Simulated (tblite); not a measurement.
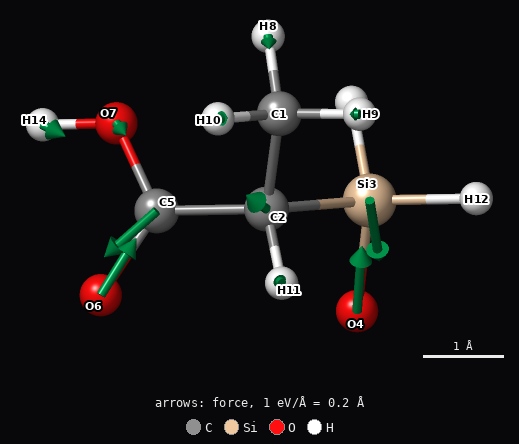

Starting geometry of C₃H₇O₃Si (multiplicity 2) with the computed forces as green arrows. The picture is a ball-and-stick view, seen from a free direction.

Computed with GFN2-xTB geometry optimisation, gas phase (tblite 0.8.0). 

**What follows when this structure is relaxed?**

It isn't relaxed: the largest force vector, on the Si atom, is 6.24 eV/Å. The final displacements have little in common with the starting forces (cosine between the two patterns 0.28). Over 77 geometry steps the energy falls by 151.3 kJ/mol. The largest move after the best rigid fit is that of an O atom, 0.57 Å. Largest moves by element: O 0.57 Å, H 0.47 Å, Si 0.21 Å, C 0.17 Å. Near-neighbour distances that change, for instance: C–Si 1.882 → 2.141 Å, O–Si 1.734 → 1.518 Å, C–O 1.271 → 1.204 Å, C–C 1.542 → 1.485 Å. Bond angles that change, for instance: C–Si–H 109.7° → 89.7°, Si–C–C 110.3° → 95.8°, O–Si–H 109.3° → 122.5°. Cost: 0.49 s on 1 thread of Arm Neoverse V1 (shared host).
